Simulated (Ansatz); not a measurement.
**Decaying states in the gap of MgTe2H4Cl2**

Wanted: the relaxed cell of MgTe2H4Cl2, its band edges and its decay constants. It is built by putting Te for O in the MgH4Cl2O2 structure of space group C2/m, with the volume rescaled by atomic radii. The parent structure comes from the Materials Project.

Method: PBEsol DFT, plane waves, PAW files, in the first sound run; inputs show where later runs differ, in Ansatz 0.2.0.

The structure was built from a prototype and need not be the compound's stable phase.

## (1) Starting point

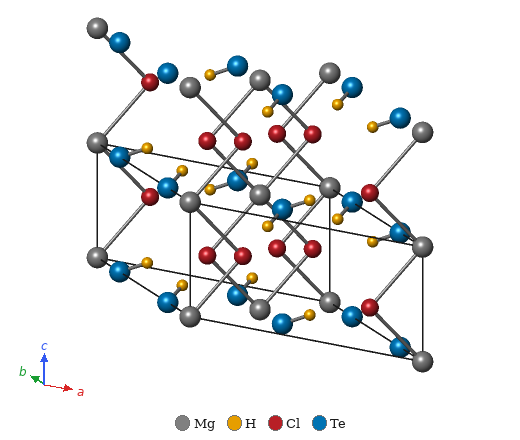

The cell as given, slightly off an axis (magnesium grey, hydrogen orange, chlorine red, tellurium blue). 1×1×2 cells are drawn. This picture shows the conventional cell, with its axes. Bonds to atoms that aren't drawn are left out. Some periodic images of atoms are drawn too.

## (2) Cell and atoms at rest

The substituted atoms don't fit the parent's cell, so cell and atoms relax together. A small smearing keeps the run stable in case the gap closes on the way.

Contents of input.yaml:

```yaml
crystal:
  lattice:
    - [4.5985555296, -4.8443910351, 0.0]
    - [4.5985555296, 4.8443910351, 0.0]
    - [-1.0985467149, 0.0, 4.0850030521]
  atoms:
    - { symbol: Mg, position: [0.0, 0.0, 0.0] }
    - { symbol: H, position: [0.599036, 0.220059, 0.851125] }
    - { symbol: H, position: [0.779941, 0.400964, 0.148875] }
    - { symbol: H, position: [0.400964, 0.779941, 0.148875] }
    - { symbol: H, position: [0.220059, 0.599036, 0.851125] }
    - { symbol: Cl, position: [0.773239, 0.773239, 0.382506] }
    - { symbol: Cl, position: [0.226761, 0.226761, 0.617494] }
    - { symbol: Te, position: [0.758903, 0.241097, 0.0] }
    - { symbol: Te, position: [0.241097, 0.758903, 0.0] }
kpoints:
  mp_grid: { grid: [4, 4, 6] }
scf:
  occupations: { method: gaussian, width: 0.03 }
hamiltonian:
  xc: pbesol
output:
  forces: true
  stress: true
relax:
  f_tol: 0.02
  max_steps: 60
  cell: {}
```

Command:

```sh
> ansatz run input.yaml --threads 2 --pin off --max-ram 4096MiB --backend cpu --events-out ev --progress --plain --runs-dir out
```

Numbers of over 12 decimals in the logs are rounded to 6 here.

The program printed:

```text
Engine: ansatz 0.2.0, x86_64-unknown-linux-gnu
Pseudopotentials: kind: paw
Pseudopotential: Mg, paw, valence charge 10, recommended cutoff 420 eV (normal), Mg.paw.azcp
Pseudopotential: H, paw, valence charge 1, recommended cutoff 420 eV (normal), H.paw.azcp
Pseudopotential: Cl, paw, valence charge 7, recommended cutoff 420 eV (normal), Cl.paw.azcp
Pseudopotential: Te, paw, valence charge 16, recommended cutoff 420 eV (normal), Te.paw.azcp
Functional definition: PBEsol
  exchange = pbesol_x
  correlation = pbesol_c
Crystal: 9 atoms, lattice volume = 182.005 Å³
Basis set: ecut = 420 eV, 3553 PW (Γ), exchange–correlation on 90×90×60 points (8 copies of the dense FFT grid, shifted against one another)
Bands: 39, of which v1, the nominal top of the filled ones, is band 30 counted from 1 (29 counted from 0)
Symmetry: 4 space group operations
Space group: C2/m (ITA 12), of the structure as read, at distance tolerance 5.7e-5 Å
k-points: 34 of 96
Non-local potential: Mg, projectors of the file, l = 0: 3, l = 1: 2, l = 2: 1
Non-local potential: H, projectors of the file, l = 0: 2, l = 1: 1
Non-local potential: Cl, projectors of the file, l = 0: 2, l = 1: 2, l = 2: 2
Non-local potential: Te, projectors of the file, l = 0: 2, l = 1: 2, l = 2: 2, l = 3: 2
PAW form: soft (Blöchl's): semilocal exchange-correlation on the pseudo side does not see the compensation charge
PAW frozen core: Mg, regenerated for the run's functional, and the local potential with it (the file was generated under x = pbe(κ = 0.804, μ = 0.219515), c = pbe(β = 0.066725))
PAW frozen core: Cl, regenerated for the run's functional, and the local potential with it (the file was generated under x = pbe(κ = 0.804, μ = 0.219515), c = pbe(β = 0.066725))
PAW frozen core: Te, regenerated for the run's functional, and the local potential with it (the file was generated under x = pbe(κ = 0.804, μ = 0.219515), c = pbe(β = 0.066725))
PAW one-centre angular grid: Mg, 110 points (default); XC on 64 Gauss nodes
PAW one-centre angular grid: H, 110 points (default); XC on 64 Gauss nodes
PAW one-centre angular grid: Cl, 110 points (default); XC on 64 Gauss nodes
PAW one-centre angular grid: Te, 590 points (default); XC on 64 Gauss nodes
Initial density: superposition of atomic densities (neutral atoms: chi_scale 0, normalization atom), corrected by the library's trained network
Initial wavefunctions: pseudopotential atomic-orbital guess
Functional: x = pbesol(κ = 0.804, μ = 0.123457), c = pbesol(β = 0.046)
SCF iter   1: F=—  HF=-17876.501542 eV  |F-HF|=—  |Δ(HF+E_count)|=         —  Δρ=7.19e-3  dr2=9.80e-2  ethr=1.77e-3  ⟨swp⟩=8.9  Hψ=7008  notcnv=0  defer=5
preconditioner: auto → Resta (q_TF=auto, 2.268 Å⁻¹)  ε∞=2.7  [insulator: Δε(μ)=3.983 eV  Ē_g=11.781 eV  σ=0.030 eV  W_gap=1.00  n_scr=40 (ndim 8)  ℏωp=15.6 eV  f_vac=0.142  D(μ)=0.00/eV (n_scr^D=0)  ε∞_Penn≈2.7]
SCF iter   2: F=—  HF=-17876.488857 eV  |F-HF|=—  |Δ(HF+E_count)|=   1.27e-2  Δρ=3.05e-3  dr2=1.33e-2  ethr=1.63e-4  ⟨swp⟩=2.9  Hψ=2841  notcnv=0  defer=63
SCF iter   3: F=—  HF=-17876.497768 eV  |F-HF|=—  |Δ(HF+E_count)|=   8.91e-3  Δρ=1.06e-3  dr2=2.01e-3  ethr=2.21e-5  ⟨swp⟩=2.1  Hψ=1962  notcnv=0  defer=63
SCF iter   4: F=—  HF=-17876.499509 eV  |F-HF|=—  |Δ(HF+E_count)|=   1.74e-3  Δρ=2.06e-4  dr2=1.07e-4  ethr=3.36e-6  ⟨swp⟩=2.0  Hψ=2050  notcnv=0  defer=63
SCF iter   5: F=—  HF=-17876.499563 eV  |F-HF|=—  |Δ(HF+E_count)|=   5.44e-5  Δρ=6.74e-5  dr2=1.05e-5  ethr=1.79e-7  ⟨swp⟩=2.0  Hψ=1744  notcnv=0  defer=63
SCF iter   6: F=—  HF=-17876.499567 eV  |F-HF|=—  |Δ(HF+E_count)|=   3.67e-6  Δρ=1.29e-5  dr2=4.02e-7  ethr=1.75e-8  ⟨swp⟩=2.0  Hψ=1940  notcnv=0  defer=63
SCF iter   7: F=-17876.499568 eV  HF=-17876.499568 eV  |F-HF|=7.10e-8  |Δ(HF+E_count)|=   8.18e-7  Δρ=4.45e-6  dr2=5.08e-8  ethr=1.67e-10  ⟨swp⟩=5.0  Hψ=4795  notcnv=0
SCF 1 converged in 7 iterations: F = -17876.499568 eV  dr2 = 5.08e-8
  greatest PAW one-centre occupation: 1.004 electrons in one spin orbital (limit 2), on the Te atom at site 8 (counted from 0), in its partial waves of l = 2
relax step   1: F+E_penalty+E_count = -17876.49956787 eV  Δ(F+E_penalty+E_count) = +0.000e0 eV  max|allowed force component| = 3.521e1 eV/Å  Δτ_max = 0.0000 Å  P = +47.178 GPa  Ω = 182.005 Å³  (7 SCF iters, dr2 threshold 1.00e-7 eV, accepted)
Crystal: 9 atoms, lattice volume = 189.040 Å³
Basis set: ecut = 420 eV, 3695 PW (Γ), exchange–correlation on 90×90×60 points (8 copies of the dense FFT grid, shifted against one another)
Initial density: handed on by an earlier stage of this run
Initial wavefunctions: those handed on with the density
iter 1 solved again at ethr=1.58e-3 eV; its pass at ethr=3.10e-3 eV (dr2=9.45e-1 eV) is discarded
SCF iter   1: F=—  HF=-17896.114317 eV  |F-HF|=—  |Δ(HF+E_count)|=         —  Δρ=2.94e-2  dr2=9.57e-1  ethr=1.58e-3  ⟨swp⟩=1.2  Hψ=7574  notcnv=0
preconditioner: auto → Resta (q_TF=auto, 2.253 Å⁻¹)  ε∞=2.9  [insulator: Δε(μ)=3.199 eV  Ē_g=11.035 eV  σ=0.030 eV  W_gap=1.00  n_scr=40 (ndim 8)  ℏωp=15.3 eV  f_vac=0.166  D(μ)=0.00/eV (n_scr^D=0)  ε∞_Penn≈2.9]
SCF iter   2: F=—  HF=-17895.911482 eV  |F-HF|=—  |Δ(HF+E_count)|=   2.03e-1  Δρ=1.38e-2  dr2=1.70e-1  ethr=1.58e-3  ⟨swp⟩=3.7  Hψ=2522  notcnv=0
SCF iter   3: F=—  HF=-17895.888275 eV  |F-HF|=—  |Δ(HF+E_count)|=   2.32e-2  Δρ=2.41e-3  dr2=6.46e-3  ethr=2.84e-4  ⟨swp⟩=3.0  Hψ=2408  notcnv=0  defer=108
SCF iter   4: F=—  HF=-17895.888055 eV  |F-HF|=—  |Δ(HF+E_count)|=   2.20e-4  Δρ=3.08e-4  dr2=3.74e-4  ethr=1.08e-5  ⟨swp⟩=2.1  Hψ=1981  notcnv=0  defer=108
SCF iter   5: F=—  HF=-17895.888447 eV  |F-HF|=—  |Δ(HF+E_count)|=   3.92e-4  Δρ=1.08e-4  dr2=4.48e-5  ethr=6.24e-7  ⟨swp⟩=2.0  Hψ=1984  notcnv=0  defer=108
SCF iter   6: F=—  HF=-17895.888522 eV  |F-HF|=—  |Δ(HF+E_count)|=   7.45e-5  Δρ=3.10e-5  dr2=3.03e-6  ethr=7.47e-8  ⟨swp⟩=2.0  Hψ=1928  notcnv=0  defer=108
SCF iter   7: F=-17895.888529 eV  HF=-17895.888528 eV  |F-HF|=8.94e-7  |Δ(HF+E_count)|=   6.06e-6  Δρ=1.08e-5  dr2=3.54e-7  ethr=1.50e-9  ⟨swp⟩=5.0  Hψ=4719  notcnv=0
SCF 2 converged in 7 iterations: F = -17895.888529 eV  dr2 = 3.54e-7
  greatest PAW one-centre occupation: 1.000 electrons in one spin orbital (limit 2), on the Mg atom at site 0 (counted from 0), in its partial waves of l = 1
relax step   2: F+E_penalty+E_count = -17895.88852851 eV  Δ(F+E_penalty+E_count) = -1.939e1 eV  max|allowed force component| = 5.640e0 eV/Å  Δτ_max = 0.1948 Å  P = +16.881 GPa  Ω = 189.040 Å³  energy of the carried Pulay correction = -5.293e-3 eV  (7 SCF iters, dr2 threshold 9.00e-7 eV, accepted)
Crystal: 9 atoms, lattice volume = 198.317 Å³
[...]
relax step  11: F+E_penalty+E_count = -17902.27859819 eV  Δ(F+E_penalty+E_count) = -1.894e-3 eV  max|allowed force component| = 8.046e-3 eV/Å  Δτ_max = 0.0278 Å  P = -0.010 GPa  Ω = 184.304 Å³  energy of the carried Pulay correction = -1.753e-3 eV  (7 SCF iters, dr2 threshold 1.25e-8 eV, accepted)
relax step  12: F+E_penalty+E_count = -17902.30219823 eV  Δ(F+E_penalty+E_count) = -2.360e-2 eV  max|allowed force component| = 8.176e-3 eV/Å  Δτ_max = 0.0000 Å  P = +0.069 GPa  Ω = 184.304 Å³  stress off target by 3.44e-1 GPa  SCF on the basis re-selected at this cell (its energy is not comparable with the rows above)  (7 SCF iters)
relax step  13: F+E_penalty+E_count = -17902.30432389 eV  Δ(F+E_penalty+E_count) = -2.126e-3 eV  max|allowed force component| = 1.219e-2 eV/Å  Δτ_max = 0.0129 Å  P = +0.099 GPa  Ω = 184.217 Å³  energy of the carried Pulay correction = +2.611e-5 eV  (5 SCF iters, dr2 threshold 2.96e-7 eV, accepted)
relax step  14: F+E_penalty+E_count = -17902.30119814 eV  Δ(F+E_penalty+E_count) = +3.126e-3 eV  max|allowed force component| = 2.170e-1 eV/Å  Δτ_max = 0.0657 Å  P = +0.317 GPa  Ω = 185.690 Å³  energy of the carried Pulay correction = -4.396e-4 eV  (7 SCF iters, dr2 threshold 2.15e-7 eV, rejected (line search))
relax step  15: F+E_penalty+E_count = -17902.30764562 eV  Δ(F+E_penalty+E_count) = -3.322e-3 eV  max|allowed force component| = 1.970e-2 eV/Å  Δτ_max = 0.0268 Å  P = -0.027 GPa  Ω = 186.098 Å³  energy of the carried Pulay correction = -5.625e-4 eV  (9 SCF iters, accepted)
relax step  16: F+E_penalty+E_count = -17902.30840257 eV  Δ(F+E_penalty+E_count) = -7.569e-4 eV  max|allowed force component| = 1.993e-2 eV/Å  Δτ_max = 0.0529 Å  P = +0.051 GPa  Ω = 186.231 Å³  energy of the carried Pulay correction = -6.137e-4 eV  (7 SCF iters, dr2 threshold 3.80e-8 eV, accepted)
relax step  17: F+E_penalty+E_count = -17902.30865769 eV  Δ(F+E_penalty+E_count) = -2.551e-4 eV  max|allowed force component| = 2.978e-2 eV/Å  Δτ_max = 0.0262 Å  P = -0.016 GPa  Ω = 186.503 Å³  energy of the carried Pulay correction = -7.016e-4 eV  (7 SCF iters, dr2 threshold 3.60e-8 eV, accepted)
relax step  18: F+E_penalty+E_count = -17902.30918897 eV  Δ(F+E_penalty+E_count) = -5.313e-4 eV  max|allowed force component| = 2.741e-2 eV/Å  Δτ_max = 0.0107 Å  P = -0.035 GPa  Ω = 186.096 Å³  energy of the carried Pulay correction = -5.729e-4 eV  (6 SCF iters, dr2 threshold 5.54e-8 eV, accepted)
relax step  19: F+E_penalty+E_count = -17902.30924468 eV  Δ(F+E_penalty+E_count) = -5.572e-5 eV  max|allowed force component| = 5.219e-4 eV/Å  Δτ_max = 0.0014 Å  P = +0.001 GPa  Ω = 186.090 Å³  energy of the carried Pulay correction = -5.708e-4 eV  (4 SCF iters, dr2 threshold 4.69e-8 eV, accepted)
Basis set: ecut = 420 eV, 3643 PW (Γ), exchange–correlation on 100×100×54 points (8 copies of the dense FFT grid, shifted against one another)
iter 1 solved again at ethr=4.98e-7 eV; its pass at ethr=3.10e-3 eV (dr2=2.99e-4 eV) is discarded
SCF iter   1: F=—  HF=-17902.308762 eV  |F-HF|=—  |Δ(HF+E_count)|=         —  Δρ=1.66e-4  dr2=1.65e-6  ethr=4.98e-7  ⟨swp⟩=3.3  Hψ=10566  notcnv=0
preconditioner: auto → Resta (q_TF=auto, 2.259 Å⁻¹)  ε∞=3.4  [insulator: Δε(μ)=1.203 eV  Ē_g=9.317 eV  σ=0.030 eV  W_gap=1.00  n_scr=34 (ndim 8)  ℏωp=14.4 eV  f_vac=0.071  D(μ)=0.00/eV (n_scr^D=0)  ε∞_Penn≈3.4]
SCF iter   2: F=—  HF=-17902.309736 eV  |F-HF|=—  |Δ(HF+E_count)|=   9.75e-4  Δρ=8.41e-5  dr2=4.12e-7  ethr=2.75e-9  ⟨swp⟩=2.1  Hψ=2142  notcnv=0
SCF iter   3: F=—  HF=-17902.310078 eV  |F-HF|=—  |Δ(HF+E_count)|=   3.42e-4  Δρ=4.78e-6  dr2=9.39e-9  ethr=6.86e-10  ⟨swp⟩=2.0  Hψ=2024  notcnv=0
SCF iter   4: F=—  HF=-17902.310078 eV  |F-HF|=—  |Δ(HF+E_count)|=   7.89e-7  Δρ=6.49e-7  dr2=5.55e-10  ethr=1.57e-11  ⟨swp⟩=2.0  Hψ=2089  notcnv=0
SCF iter   5: F=—  HF=-17902.310078 eV  |F-HF|=—  |Δ(HF+E_count)|=   4.80e-9  Δρ=1.67e-7  dr2=9.48e-11  ethr=1.00e-12  ⟨swp⟩=5.0  Hψ=5105  notcnv=0
SCF iter   6: F=-17902.310079 eV  HF=-17902.310079 eV  |F-HF|=1.46e-11  |Δ(HF+E_count)|=  4.73e-10  Δρ=5.22e-8  dr2=1.18e-11  ethr=1.00e-12  ⟨swp⟩=4.0  Hψ=4302  notcnv=0
SCF 20 converged in 6 iterations: F = -17902.310079 eV  dr2 = 1.18e-11
relax step  20: F+E_penalty+E_count = -17902.31007850 eV  Δ(F+E_penalty+E_count) = -8.338e-4 eV  max|allowed force component| = 4.021e-4 eV/Å  Δτ_max = 0.0000 Å  P = +0.001 GPa  Ω = 186.090 Å³  stress off target by 8.70e-3 GPa  SCF on the basis re-selected at this cell (its energy is not comparable with the rows above)  (6 SCF iters)
basis re-selected at this cell: Δ(F+E_penalty+E_count) = -8.338e-4 eV, ΔP = +0.000 GPa vs the last step (what re-selecting the basis moved, of the pressure what is left beyond the Pulay correction that the steps carried, after the strain that the cell walked since its last selection, with what the two solves' SCF thresholds leave and, on support functions, any second-order correction that the steps lacked; it is no measure of the basis error at this ecutwfc). The dense FFT grid was sized anew with the basis: this SCF ran on 50×50×27 points, the steps before it on 48×48×27, so part of this shift can come from that change (see relax.cell in the input reference). [rest of the remark cut]
SCF converged after 6 iterations
Free energy (F): -17902.310079 eV
Harris-Foulkes:  -17902.310079 eV  (|F-HF|=1.46e-11)
Internal energy: -17902.310079 eV  (E = F + TS)
E sigma→0 (E₀):  -17902.310079 eV
Fermi energy:    4.948273 eV
--- Per-component energies (eV) ---
  E_band       = -1102.583017
  E_kinetic    = 808.986793
  E_local      = -5806.823178  (includes V_loc(G=0)·N_el)
  E_nonlocal   = -454.967477
  E_hartree    = 2834.112176
  E_xc         = -519.616952
  E_vxc        = -530.235615  (∫ρ·V_xc dr)
  E_paw        = -10738.154588  (= ΣΔE_a)
  E_vpaw       = -787.763878  (= ΣTr[D̂ρ^β])
  E_aug_tail   = -0.004178  (compensation charges beyond the density's cutoff)
  E_ewald      = -4026.808031
  E_core_change = 0.965357  (= ΣΔE_core)
  E_smearing   = -0.000000  (= −TS)
  E_closure    = 0.000000  (closes the sum)
  Σ components = -17902.310079   (vs F -17902.310079, Δ=0.00e0)
--- Forces (eV/Å), atoms counted from 1 ---
  atom   1  Mg     0.00000000     0.00000000     0.00000000
  atom   2  H     -0.00035895     0.00025657    -0.00007297
  atom   3  H      0.00035895     0.00025657     0.00007297
  atom   4  H      0.00035895    -0.00025657     0.00007297
  atom   5  H     -0.00035895    -0.00025657    -0.00007297
  atom   6  Cl    -0.00017461     0.00000000     0.00038373
  atom   7  Cl     0.00017461    -0.00000000    -0.00038373
  atom   8  Te     0.00000000    -0.00040214     0.00000000
  atom   9  Te     0.00000000     0.00040214    -0.00000000
  max |Σ_I F_I| component: 8.13e-20 eV/Å
--- Stress (GPa, compression-positive) ---
       -0.003545       0.000000       0.001004
        0.000000       0.008696      -0.000000
        0.001004      -0.000000      -0.000942
  P = ⅓ Tr σ = 0.0014 GPa (0.014 kbar)
--- Relaxed structure (18 steps of the walk, 17 accepted, 2 SCFs on fresh bases) ---
  F+E_penalty+E_count = -17902.31007850 eV   max|allowed force component| = 4.021e-4 eV/Å   (the final SCF, on the basis selected at the relaxed cell)
  cell:  # Å, volume = 186.0905 Å³
    - [4.137535, -5.938106, 0.470331]
    - [4.137535, 5.938106, 0.470331]
    - [-0.570608, 0.0, 3.722217]
  atoms:
    - { symbol: Mg, position: [0, -5.581836546598141e-19, 4.747896623165207e-19] }
    - { symbol: H, position: [0.531733, 0.252630, 0.768469] }
    - { symbol: H, position: [0.747370, 0.468267, 0.231531] }
    - { symbol: H, position: [0.468267, 0.747370, 0.231531] }
    - { symbol: H, position: [0.252630, 0.531733, 0.768469] }
    - { symbol: Cl, position: [0.805801, 0.805801, 0.494814] }
    - { symbol: Cl, position: [0.194199, 0.194199, 0.505186] }
    - { symbol: Te, position: [0.734887, 0.265113, 0.0] }
    - { symbol: Te, position: [0.265113, 0.734887, 0.0] }
```

It took 2.3 min on 2 threads of Intel Xeon Platinum 8488C (Sapphire Rapids), shared host; peak memory 0.61 GiB; 4.5 min of CPU time.

Relaxation path:

| step | energy less that of the first step (eV) | largest force component (eV/Å) | pressure (GPa) | volume (Å³) |
| --- | --- | --- | --- | --- |
| 1 | 0.0000 | 35.2098 | 47.18 | 182.00 |
| 2 | -19.3890 | 5.6405 | 16.88 | 189.04 |
| 3 | -22.9292 | 3.0048 | 7.52 | 198.32 |
| 4 | -24.9197 | 0.7345 | 2.32 | 197.77 |
| 5 | -25.4719 | 0.7059 | 2.16 | 188.97 |
| 6 | -25.6900 | 0.5400 | -0.75 | 193.42 |
| 7 | -25.7142 | 0.2266 | -0.48 | 191.65 |
| 8 | -25.7460 | 0.1293 | -0.01 | 187.52 |
| 9 | -25.7661 | 0.0720 | -0.04 | 185.78 |
| 10 | -25.7771 | 0.0128 | -0.03 | 185.13 |
| 11 | -25.7790 | 0.0080 | -0.01 | 184.30 |
| 12* | -25.8026 | 0.0082 | 0.07 | 184.30 |
| 13 | -25.8048 | 0.0122 | 0.10 | 184.22 |
| 14 | -25.8016 | 0.2170 | 0.32 | 185.69 |
| 15 | -25.8081 | 0.0197 | -0.03 | 186.10 |
| 16 | -25.8088 | 0.0199 | 0.05 | 186.23 |
| 17 | -25.8091 | 0.0298 | -0.02 | 186.50 |
| 18 | -25.8096 | 0.0274 | -0.03 | 186.10 |
| 19 | -25.8097 | 0.0005 | 0.00 | 186.09 |
| 20* | -25.8105 | 0.0004 | 0.00 | 186.09 |

Relaxation steps marked * repeat the geometry before them on a plane-wave basis chosen anew for their cell, so energy and pressure can jump there. Relaxation step 14 was tried and not accepted.

The run keeps the 4 symmetry operations that it works with, so distortions that break them were not tested.

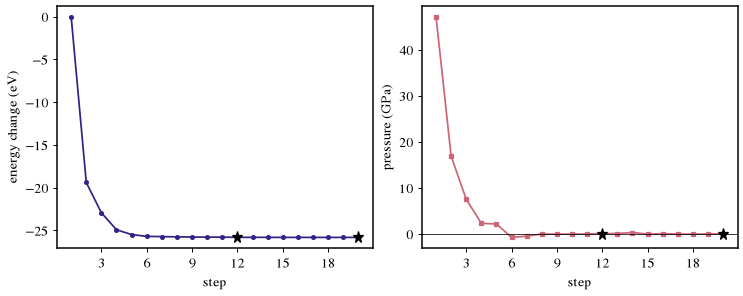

Energy and pressure along the relaxation. Stars mark steps on a basis chosen anew.

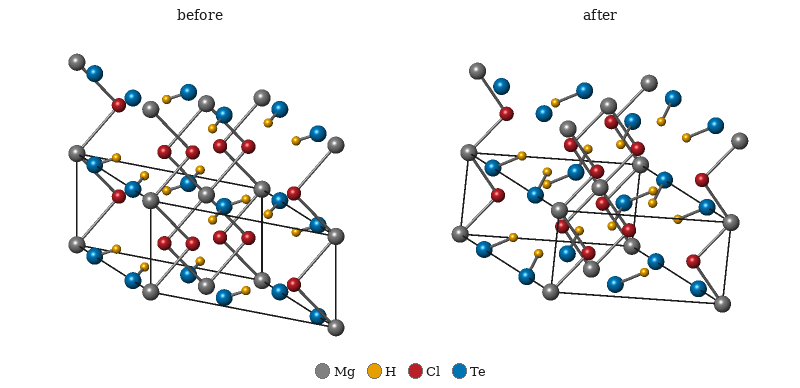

Before and after, at one scale. Bonds to atoms that aren't drawn are left out.

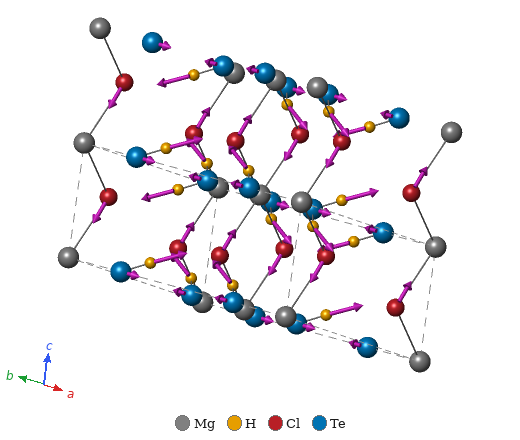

Displacements in the relaxation, exaggerated, measured against the changing cell; the longest in the cell stands for 0.68 Å. Bonds to atoms that aren't drawn are left out. 1×1×2 conventional cells are drawn. Some periodic images of atoms are drawn too.

| cell as run | before | after | change |
| --- | --- | --- | --- |
| a (Å) | 6.679 | 7.253 | +8.6 % |
| b (Å) | 6.679 | 7.253 | +8.6 % |
| c (Å) | 4.230 | 3.766 | -11.0 % |
| α (°) | 100.30 | 91.28 | -9.0 % |
| β (°) | 100.30 | 91.28 | -9.0 % |
| γ (°) | 92.98 | 109.92 | +18.2 % |
| volume (Å³/atom) | 20.22 | 20.68 | +2.2 % |

The atoms that moved most (Å, as changes of fractional coordinates times the final cell):

| atom | dx | dy | dz | length |
| --- | --- | --- | --- | --- |
| H3 | 0.097 | 0.593 | 0.324 | 0.683 |
| H2 | -0.097 | 0.593 | -0.324 | 0.683 |
| H5 | -0.097 | -0.593 | -0.324 | 0.683 |
| H4 | 0.097 | -0.593 | 0.324 | 0.683 |
| Cl6 | 0.205 | 0.000 | 0.449 | 0.493 |
| Cl7 | -0.205 | 0.000 | -0.449 | 0.493 |
| Te8 | 0.000 | 0.285 | 0.000 | 0.285 |
| Te9 | 0.000 | -0.285 | 0.000 | 0.285 |

The relaxed structure:

```cif
data_structure
_symmetry_space_group_name_H-M 'P 1'
_symmetry_Int_Tables_number 1
_cell_length_a 7.2527
_cell_length_b 7.2527
_cell_length_c 3.7657
_cell_angle_alpha 91.280
_cell_angle_beta 91.280
_cell_angle_gamma 109.919
_cell_volume 186.09
loop_
_atom_site_label
_atom_site_type_symbol
_atom_site_fract_x
_atom_site_fract_y
_atom_site_fract_z
_atom_site_occupancy
Mg1 Mg 0.00000 0.00000 0.00000 1
H2 H 0.53173 0.25263 0.76847 1
H3 H 0.74737 0.46827 0.23153 1
H4 H 0.46827 0.74737 0.23153 1
H5 H 0.25263 0.53173 0.76847 1
Cl6 Cl 0.80580 0.80580 0.49481 1
Cl7 Cl 0.19420 0.19420 0.50519 1
Te8 Te 0.73489 0.26511 0.00000 1
Te9 Te 0.26511 0.73489 0.00000 1
```

Numbers from this step:

| Item | Value |
| --- | --- |
| free energy | -17902.3101 eV |
| Fermi energy | 4.948 eV |
| pressure | 0.001403 GPa |

The largest force component on a free atom ends at 4.0e-4 eV/Å.

(Continued in part 2 of 3.)

[Logs are printed without paths, hosts, clocks, repeated set-up lines and the standing remarks that a program may print on its own settings, such as how far it seeks lower states.]

[Hosts, paths, dates, database ids (printed as entryN), source tags and the programs' standing remarks are cut or masked in the printed files.]
